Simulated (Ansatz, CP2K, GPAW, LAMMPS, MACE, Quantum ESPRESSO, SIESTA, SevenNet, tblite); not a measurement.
# Which run comes nearest? Amorphous Si0.9Ge0.1 (94 atoms)

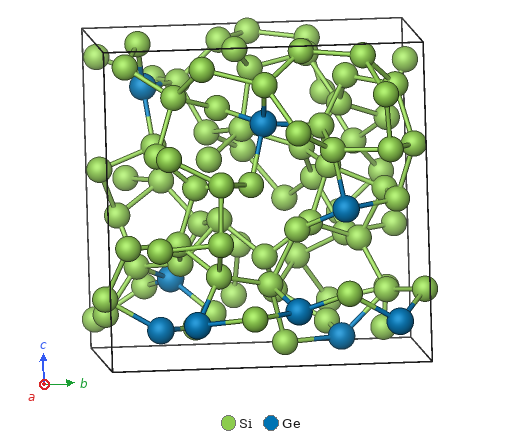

The cell (silicon green, germanium blue). Some periodic images of atoms are drawn too.

Density of this cell: 2.65 g/cm³. The cell holds 94 atoms: 85 Si and 9 Ge. Cell: a = 12.402 Å, b = 12.402 Å, c = 12.402 Å, α = 90.0°, β = 90.0°, γ = 90.0°. 94 atoms (85 Si, 9 Ge) placed at random at 2.65 g/cm³, melted at 3500 K for 10 ps at fixed volume with the Tersoff potential (Tersoff, Phys. Rev. B 39, 5566 (1989)). Quenched from 3500 K to 700 K at 3 K/ps and fixed volume, held 5 ps.

Geometry: as built.

The reference, a calculation:

| Item | Value |
| --- | --- |
| method | Kohn-Sham DFT, PBE, PAW, plane waves (Ansatz 0.2.0); cutoff 420 eV, Γ point, fermi-dirac smearing of 0.05 eV; PAW set soft_2 |
| r.m.s. force component | 0.7519 eV/Å |
| longest force | 2.567 eV/Å |
| pressure | 1.79 GPa |
| SCF cycles | 11 |
| time | 11 s on 8 threads of Arm Neoverse V2, shared host |
| CPU time | 83 s |

Q: Estimate the differences from the reference, the CPU time and the memory of each run.
- CP2K PBE+D3, DZVP-MOLOPT-SR, 350/50 Ry, diagonalisation (CP2K 2026.2; 2 threads)
- SIESTA PBE, DZ, shift 0.01 Ry, mesh 300 Ry (SIESTA 5.4.2; 1 thread)
- MACE MPA-0 medium potential (MACE MPA-0 medium; 1 thread)
- CP2K PBEsol, PBE potentials, DZVP-MOLOPT-SR, 350/50 Ry, diagonalisation (CP2K 2026.2; 2 threads)
- CP2K PBE, DZVP-MOLOPT-SR, 244/50 Ry, diagonalisation (CP2K 2026.2; 2 threads)
- SevenNet l3i5 potential (SevenNet l3i5; 1 thread)
- CP2K PBE, DZVP-MOLOPT-SR, 350/50 Ry, diagonalisation (CP2K 2026.2; 2 threads)
- CP2K PBE, SZV-MOLOPT-SR, 350/50 Ry, diagonalisation (CP2K 2026.2; 1 thread)
- CP2K PBE, TZV2P-MOLOPT (SR for Ge), 350/50 Ry, diagonalisation (CP2K 2026.2; 4 MPI ranks)
- GPAW PBE, LCAO szp(dzp), h 0.2 Å (GPAW 26.7.0; 1 thread)

Differences are against the plane-wave reference, forces as r.m.s. over components; share is that over the reference's r.m.s. force, slope the least-squares factor from reference forces to these. Total energies of different programs have different zeros and aren't compared.

```
                                                                    run  Δ force, r.m.s. (meV/Å)  share (%)  slope  Δ pressure (GPa)  cores  CPU time  memory (GiB)
                                                              reference                        -          -      -                 -      8      83 s           2.2
                CP2K PBE+D3, DZVP-MOLOPT-SR, 350/50 Ry, diagonalisation                     34.4       4.58  1.008            -0.779      2   3.7 min           2.3
                    SIESTA PBE, DZ, shift 0.01 Ry, mesh 300 Ry (coarse)                      193       25.7  1.142              5.91      1   3.1 min           1.2
                                            MACE MPA-0 medium potential                      187       24.9  0.825           -0.0655      1       7 s          0.94
CP2K PBEsol, PBE potentials, DZVP-MOLOPT-SR, 350/50 Ry, diagonalisation                     38.3       5.10  1.013            -0.699      2   3.5 min           2.2
          CP2K PBE, DZVP-MOLOPT-SR, 244/50 Ry, diagonalisation (coarse)                     32.4       4.31  1.015           -0.0036      2   3.4 min           1.4
                                                SevenNet l3i5 potential                      235       31.3  0.778           -0.0164      1     8.4 s           1.2
                   CP2K PBE, DZVP-MOLOPT-SR, 350/50 Ry, diagonalisation                     32.4       4.31  1.015           -0.0036      2   3.7 min           2.2
           CP2K PBE, SZV-MOLOPT-SR, 350/50 Ry, diagonalisation (coarse)                      448       59.6  1.336              6.56      1   2.1 min           2.1
         CP2K PBE, TZV2P-MOLOPT (SR for Ge), 350/50 Ry, diagonalisation                     25.3       3.37  1.003            -0.222      4   9.5 min           4.0
                              GPAW PBE, LCAO szp(dzp), h 0.2 Å (coarse)                      149       19.8  1.115                 -      1   4.7 min           2.1
```

Rows marked coarse were listed beforehand as settings not expected to be converged; some can still land near the reference.

Times of the machine-learned potentials are mostly Python's start and the loading of weights.

CPU time is summed over cores on a shared host, where runs went side by side, so it is rough. Symmetry, cutoffs, thresholds, outputs and thread counts weren't matched or tuned between programs; memory under MPI is the largest rank's times the ranks.

The PBE runs in local orbitals, coarse settings apart, differ by 3.4 % (CP2K PBE, TZV2P-MOLOPT (SR for Ge), 350/50 Ry, diagonalisation) to 4.3 % (CP2K PBE, DZVP-MOLOPT-SR, 350/50 Ry, diagonalisation); basis, grid and potentials can all enter. Machine-learned potentials differ by 25 % (MACE MPA-0 medium potential) to 31 % (SevenNet l3i5 potential); they were trained on other programs' data. Among those trained on PBE data the slope goes as low as 0.78, which softening far from their training structures can give, though the reference's k-sampling is untested too. Rows with another functional or a dispersion term differ by 4.6 % (CP2K PBE+D3, DZVP-MOLOPT-SR, 350/50 Ry, diagonalisation) to 5.1 % (CP2K PBEsol, PBE potentials, DZVP-MOLOPT-SR, 350/50 Ry, diagonalisation), which mixes the change of model with differences of basis and potentials, some of them made for another functional. Runs with settings chosen to be coarse differ by 4.3 % (CP2K PBE, DZVP-MOLOPT-SR, 244/50 Ry, diagonalisation) to 60 % (CP2K PBE, SZV-MOLOPT-SR, 350/50 Ry, diagonalisation), their programs' other errors included. Machine-learned potentials mimic data converged in k, so the reference's own k-point error enters their differences. The network of bonds at the start is that of the classical potential that made the cell, and needn't be the one that DFT or experiment would give. The electronic-structure runs sample only Γ, in a cell whose shortest periodic width is 12 Å, which is coarse for a cell with partly filled levels.

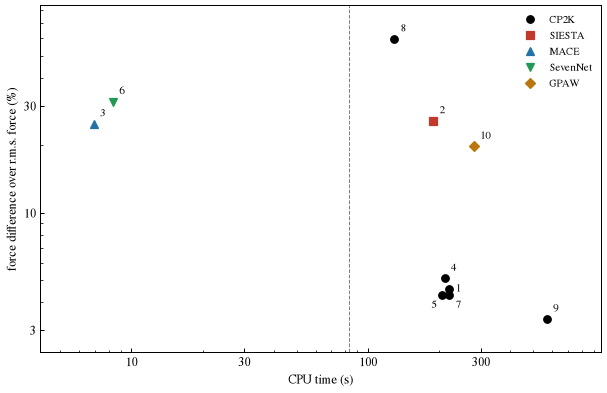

Force difference against CPU time; the dashed line marks the reference's time. Points: 1 CP2K PBE+D3, DZVP-MOLOPT-SR, 350/50 Ry, diagonalisation; 2 SIESTA PBE, DZ, shift 0.01 Ry, mesh 300 Ry; 3 MACE MPA-0 medium potential; 4 CP2K PBEsol, PBE potentials, DZVP-MOLOPT-SR, 350/50 Ry, diagonalisation; 5 CP2K PBE, DZVP-MOLOPT-SR, 244/50 Ry, diagonalisation; 6 SevenNet l3i5 potential; 7 CP2K PBE, DZVP-MOLOPT-SR, 350/50 Ry, diagonalisation; 8 CP2K PBE, SZV-MOLOPT-SR, 350/50 Ry, diagonalisation; 9 CP2K PBE, TZV2P-MOLOPT (SR for Ge), 350/50 Ry, diagonalisation; 10 GPAW PBE, LCAO szp(dzp), h 0.2 Å.

[Logs are printed without paths, hosts, clocks, repeated set-up lines and the standing remarks that a program may print on its own settings, such as how far it seeks lower states.]

[Hosts, paths, dates, database ids (printed as entryN), source tags and the programs' standing remarks are cut or masked in the printed files.]
